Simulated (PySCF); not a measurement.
## What a change does: NMR shielding calculation on C2H2BF3O

System: C2H2BF3O.
Method of run A: GIAO PBE0/6-31G NMR shielding, non-relativistic, gas phase (PySCF 2.14.0).

The geometry comes from this level: PBE0-D3(BJ)/def2-SVP. Text and figures count atoms from 1; the logs count them from 0 in places.

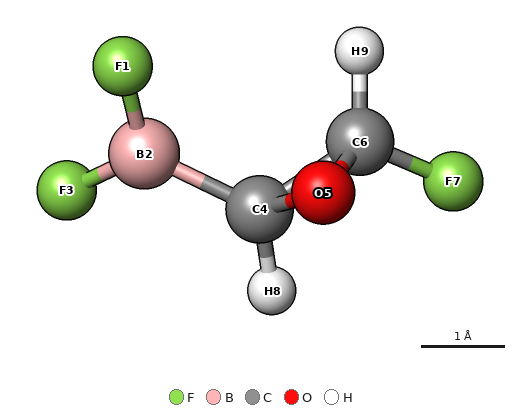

**Figure 1.** The structure (ball-and-stick view, seen at a tilt; atoms are numbered from 1 in the order of the input). Bond lengths as drawn: B–C 1.56 Å, B–F 1.32 Å, C–C 1.47 Å, C–F 1.34 Å, C–H 1.10 Å and C–O 1.36 to 1.45 Å.

Input file, run A:
```
{"job": {"kind": "nmr", "xc": "PBE0", "basis": "6-31G", "pop": true}, "charge": 0, "multiplicity": 1}
F      1.459247     1.533174     0.499715
B      1.405679     0.345511    -0.062668
F      2.530221    -0.317497    -0.226953
C      0.039992    -0.279297    -0.478960
O     -1.041611     0.650959    -0.737795
C     -1.146278    -0.109954     0.378911
F     -2.085757    -1.065662     0.359221
H      0.017655    -1.171041    -1.118019
H     -1.120824     0.398566     1.352220
```

The first line tells a small driver script what to run in PySCF; the rest is the geometry in Å.

Launched with:
```bash
OMP_NUM_THREADS=1 python <driver script> task.json out
```

Hardware: 1 CPU thread, shared host.

Output (run A):
```
coarse grid: 8848 points
cycle   1  E = -476.3116035402  dE =  1.360e+00  |g| = 9.151e-01  |ddm| = 3.122e+00
cycle   2  E = -476.0975714817  dE =  2.140e-01  |g| = 1.456e+00  |ddm| = 1.966e+00
cycle   3  E = -476.4735250487  dE = -3.760e-01  |g| = 1.039e-01  |ddm| = 1.187e+00
cycle   4  E = -476.4753052453  dE = -1.780e-03  |g| = 4.730e-02  |ddm| = 1.177e-01
cycle   5  E = -476.4757146219  dE = -4.094e-04  |g| = 9.637e-03  |ddm| = 4.159e-02
cycle   6  E = -476.4757353729  dE = -2.075e-05  |g| = 1.606e-03  |ddm| = 1.061e-02
cycle   7  E = -476.4757359133  dE = -5.403e-07  |g| = 5.901e-04  |ddm| = 2.151e-03
final grid: 90392 points
cycle   8  E = -476.4601094064  dE = -8.808e-06  |g| = 8.528e-03  |ddm| = 1.642e-02
cycle   9  E = -476.4600860379  dE =  2.337e-05  |g| = 1.396e-02  |ddm| = 1.724e-02
cycle  10  E = -476.4601237715  dE = -3.773e-05  |g| = 9.827e-04  |ddm| = 1.094e-02
cycle  11  E = -476.4601239604  dE = -1.889e-07  |g| = 1.841e-04  |ddm| = 9.831e-04
cycle  12  E = -476.4601239657  dE = -5.296e-09  |g| = 5.148e-05  |ddm| = 1.860e-04
cycle  13  E = -476.4601239661  dE = -4.795e-10  |g| = 1.064e-05  |ddm| = 5.111e-05
converged SCF energy = -476.4601239661

GIAO shielding tensors (ppm)
atom      isotropic    diamagn.    paramagn.     s11        s22        s33       span
  0 F      247.021     470.815    -223.793     52.636    285.253    403.174    350.538
  1 B       89.222     195.463    -106.241     68.161     98.740    100.764     32.603
  2 F      237.844     468.721    -230.878     36.825    283.794    392.911    356.087
  3 C      159.275     253.156     -93.881    115.312    158.620    203.893     88.581
  4 O      264.313     395.726    -131.413    123.257    287.291    382.391    259.134
  5 C      113.888     247.925    -134.037     70.130    102.134    169.401     99.271
  6 F      347.738     468.300    -120.563    282.132    336.863    424.219    142.087
  7 H       30.256      29.091       1.165     24.264     29.169     37.336     13.072
  8 H       27.457      27.854      -0.398     21.809     27.760     32.801     10.992
```

Run B used a changed input.

The two runs side by side:

| quantity | run A | run B |
| --- | --- | --- |
| outcome | converged | converged |
| total energy (hartree) | −476.460124 | −470.039471 |
| HOMO (eV) | −8.93 | −4.88 |
| LUMO (eV) | −0.94 | 3.17 |
| dipole moment (D) | 1.29 | 1.09 |
| shielding of F1 (ppm) | 247.0 | 290.6 |
| shielding of B2 (ppm) | 89.2 | 110.8 |
| shielding of F3 (ppm) | 237.8 | 283.0 |
| shielding of C4 (ppm) | 159.3 | 205.2 |
| shielding of O5 (ppm) | 264.3 | 326.7 |
| shielding of C6 (ppm) | 113.9 | 165.5 |
| shielding of F7 (ppm) | 347.7 | 418.9 |
| SCF iterations | 13 | 11 |
| basis functions | 67 | 37 |
| wall time (shared host) | 5.4 s | 2.7 s |

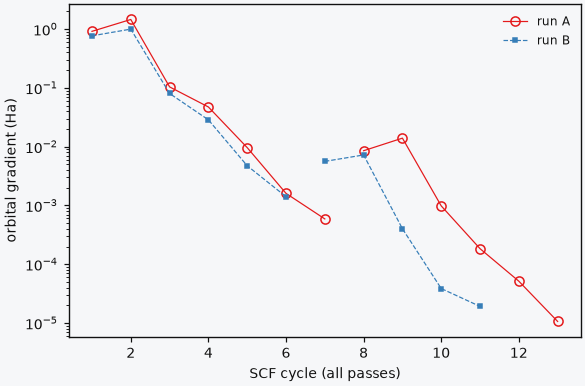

**Figure 2.** Convergence of the two runs: orbital gradient against the SCF cycle. A break in a curve parts two SCF passes (coarse and final grid). Run A takes 13 cycles in all, and run B takes 11.

What was changed in the input?

The change (lines with − go, lines with + come):
```diff
-"basis": "6-31G"
+"basis": "STO-3G"
```

The total energy of run B is 4029.0 kcal/mol higher, which measures the change of basis and not a stability. The HOMO goes from −8.93 to −4.88 eV. The LUMO goes from −0.94 to 3.17 eV. The dipole moment goes from 1.29 to 1.09 D. Of all shieldings, the largest change is that of F7, by +71.2 ppm. The SCF takes 11 iterations against 13. The basis functions go from 67 to 37.

Output (run B):
```
coarse grid: 8848 points
cycle   1  E = -469.8886484725  dE =  1.374e+00  |g| = 7.670e-01  |ddm| = 4.110e+00
cycle   2  E = -469.8126966395  dE =  7.595e-02  |g| = 9.986e-01  |ddm| = 2.191e+00
cycle   3  E = -470.0917387334  dE = -2.790e-01  |g| = 8.026e-02  |ddm| = 1.193e+00
cycle   4  E = -470.0934405161  dE = -1.702e-03  |g| = 2.861e-02  |ddm| = 1.333e-01
cycle   5  E = -470.0936893761  dE = -2.489e-04  |g| = 4.737e-03  |ddm| = 4.155e-02
cycle   6  E = -470.0936966044  dE = -7.228e-06  |g| = 1.411e-03  |ddm| = 8.360e-03
final grid: 90392 points
cycle   7  E = -470.0394621688  dE = -2.194e-06  |g| = 5.617e-03  |ddm| = 1.431e-02
cycle   8  E = -470.0394560821  dE =  6.087e-06  |g| = 7.225e-03  |ddm| = 1.526e-02
cycle   9  E = -470.0394712970  dE = -1.521e-05  |g| = 4.020e-04  |ddm| = 8.819e-03
cycle  10  E = -470.0394713482  dE = -5.124e-08  |g| = 3.862e-05  |ddm| = 5.643e-04
cycle  11  E = -470.0394713487  dE = -4.645e-10  |g| = 1.918e-05  |ddm| = 8.376e-05
converged SCF energy = -470.0394713487

GIAO shielding tensors (ppm)
atom      isotropic    diamagn.    paramagn.     s11        s22        s33       span
  0 F      290.578     452.979    -162.401    108.553    202.396    560.785    452.232
  1 B      110.823     204.172     -93.348    103.016    106.095    123.359     20.343
  2 F      283.037     452.076    -169.039     83.518    204.600    560.992    477.473
  3 C      205.233     251.929     -46.696    166.021    207.354    242.325     76.304
  4 O      326.727     381.821     -55.094    201.129    370.532    408.519    207.391
  5 C      165.544     255.829     -90.285    123.582    161.085    211.964     88.382
  6 F      418.905     452.896     -33.991    361.444    441.203    454.069     92.625
  7 H       31.616      30.990       0.626     24.988     30.073     39.788     14.800
  8 H       29.766      30.752      -0.987     24.286     28.851     36.160     11.874
```
